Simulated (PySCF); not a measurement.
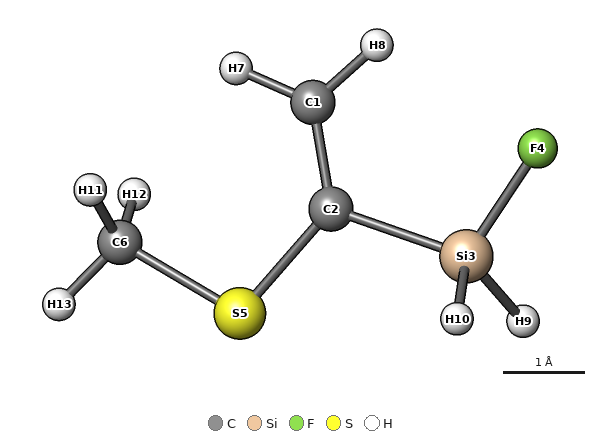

**Figure 1.** The structure (ball-and-stick view, seen at a tilt; atoms are numbered from 1 in the order of the input).

Excited-state calculation, with input and output: C3H7FSSi

- system: C3H7FSSi, SMILES C=C([SiH2]F)SC
- method: TDDFT PBE0/def2-SVPD, vertical, gas phase, core orbitals frozen in the response (PySCF 2.14.0)

The geometry comes from this level: PBE0-D3(BJ)/def2-SVP.

## Input
```
{"job": {"kind": "uv", "xc": "PBE0", "basis": "def2-SVPD", "ip": true}, "charge": 0, "multiplicity": 1}
C     -0.337879     1.147917     0.057207
C     -0.449144    -0.186884    -0.059414
Si    -2.111435    -0.988780     0.269437
F     -3.147709     0.213283     0.634292
S      0.814904    -1.312014    -0.508103
C      2.234146    -0.243046    -0.785955
H      0.594967     1.690620    -0.120647
H     -1.209694     1.742052     0.343346
H     -2.048070    -1.920349     1.428431
H     -2.621577    -1.695034    -0.936878
H      2.032882     0.480066    -1.590350
H      2.518812     0.288729     0.134117
H      3.059496    -0.900298    -1.091115
```

The first line tells a small driver script what to run in PySCF; the rest is the geometry in Å.

Run on 1 CPU thread, shared host.

Launched with:
```bash
OMP_NUM_THREADS=1 python <driver script> task.json out
```

## What the program printed
```
coarse grid: 11936 points
cycle   1  E = -905.0733329715  dE =  3.870e-01  |g| = 5.205e-01  |ddm| = 5.079e+00
cycle   2  E = -905.0119921740  dE =  6.134e-02  |g| = 8.016e-01  |ddm| = 1.491e+00
cycle   3  E = -905.1267033233  dE = -1.147e-01  |g| = 6.985e-02  |ddm| = 8.657e-01
cycle   4  E = -905.1276684896  dE = -9.652e-04  |g| = 3.442e-02  |ddm| = 2.023e-01
cycle   5  E = -905.1279526316  dE = -2.841e-04  |g| = 1.329e-02  |ddm| = 7.538e-02
cycle   6  E = -905.1279956877  dE = -4.306e-05  |g| = 2.585e-03  |ddm| = 2.098e-02
cycle   7  E = -905.1279974059  dE = -1.718e-06  |g| = 6.653e-04  |ddm| = 8.066e-03
final grid: 106504 points
cycle   8  E = -905.2289140687  dE = -2.637e-05  |g| = 8.563e-03  |ddm| = 9.509e-02
cycle   9  E = -905.2288965482  dE =  1.752e-05  |g| = 1.154e-02  |ddm| = 2.977e-02
cycle  10  E = -905.2289332987  dE = -3.675e-05  |g| = 1.079e-03  |ddm| = 2.071e-02
cycle  11  E = -905.2289336398  dE = -3.411e-07  |g| = 3.279e-04  |ddm| = 2.854e-03
cycle  12  E = -905.2289336656  dE = -2.585e-08  |g| = 9.912e-05  |ddm| = 6.809e-04
cycle  13  E = -905.2289336678  dE = -2.116e-09  |g| = 4.215e-05  |ddm| = 2.556e-04
cycle  14  E = -905.2289336682  dE = -4.904e-10  |g| = 5.627e-06  |ddm| = 1.034e-04
```

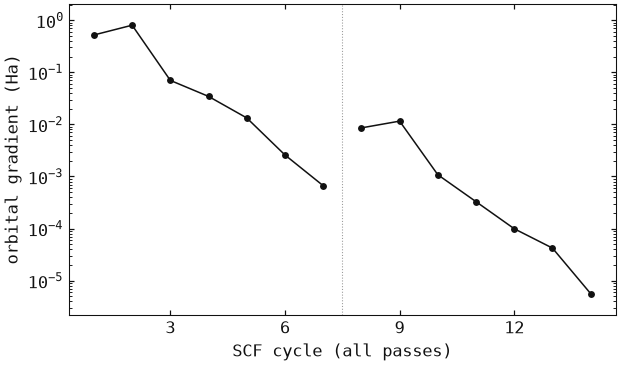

**Figure 2.** Convergence of the self-consistent field: orbital gradient against the SCF cycle. The dotted line marks the change from a coarse to the final integration grid. The first 7 cycles use a coarse grid, the final grid takes over at cycle 8, and the field converges after 14 cycles in all.

```
converged SCF energy = -905.2289336682

Static polarisability (au): isotropic 84.633, principal 63.541 90.741 99.616

Singlet excitations
state   eV       nm        f      main configurations
  1   4.8712    254.5   0.00223   H->L+1 0.94
  2   5.3505    231.7   0.17511   H->L 0.92
  3   5.8798    210.9   0.00479   H->L+2 0.96
  4   6.1975    200.1   0.00015   H->L+3 0.83
  5   6.6616    186.1   0.00799   H->L+4 0.71, H->L+5 0.15, H->L+3 0.09
  6   6.9015    179.6   0.00007   H->L+5 0.75, H->L+4 0.18
  7   6.9997    177.1   0.00495   H-2->L 0.91
  8   7.0738    175.3   0.00588   H->L+8 0.60, H-1->L+1 0.12, H->L+7 0.10
  9   7.1733    172.8   0.02086   H->L+6 0.90
 10   7.1943    172.3   0.00273   H-1->L+1 0.50, H->L+7 0.40

Triplet excitations (Tamm-Dancoff, eV): 3.5471 4.5963 5.6495 5.9434
Vertical ionisation energy (delta-SCF) = 8.4873 eV
```

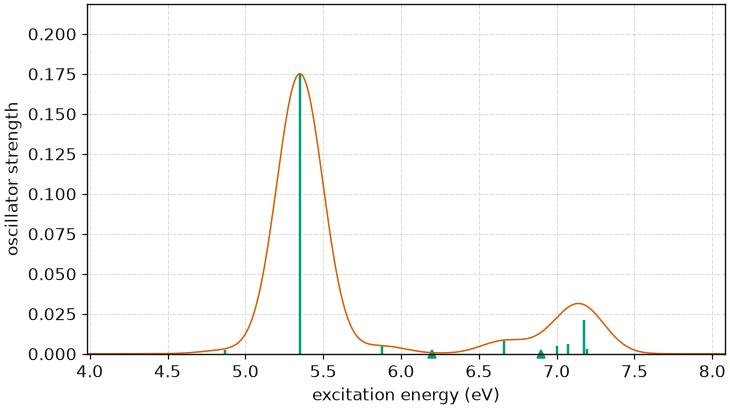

**Figure 3.** Computed excitations as sticks (degenerate states added up, dark ones marked on the axis), with a Gaussian envelope of 0.35 eV full width at half maximum, scaled to the tallest. Of the 10 states the lowest lies at 4.87 eV (f = 0.002); the strongest line is at 5.35 eV, or 232 nm (f = 0.175).

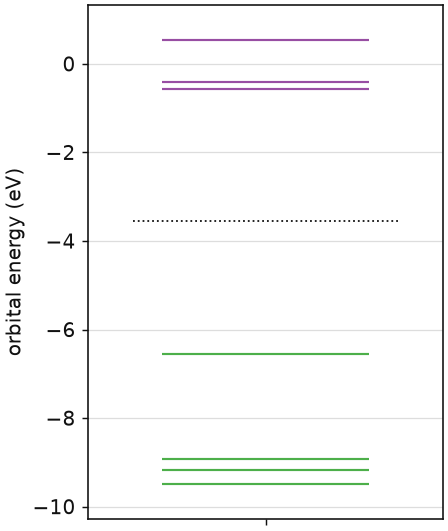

**Figure 4.** Orbital energies near the frontier; the dotted line parts filled from empty levels, and levels within 0.02 eV of each other stand side by side. Highest filled −6.54 eV, lowest empty −0.56 eV, 5.98 eV apart.

## Results in brief

- outcome: converged
- total energy: −905.228934 hartree
- HOMO: −6.54 eV
- LUMO: −0.56 eV
- dipole moment: 2.32 D
- mean polarisability: 84.63 a.u.
- vertical ionisation energy: 8.49 eV
- lowest singlet excitation: 4.87 eV
- wall time: 66 s
- peak memory: 0.81 GiB
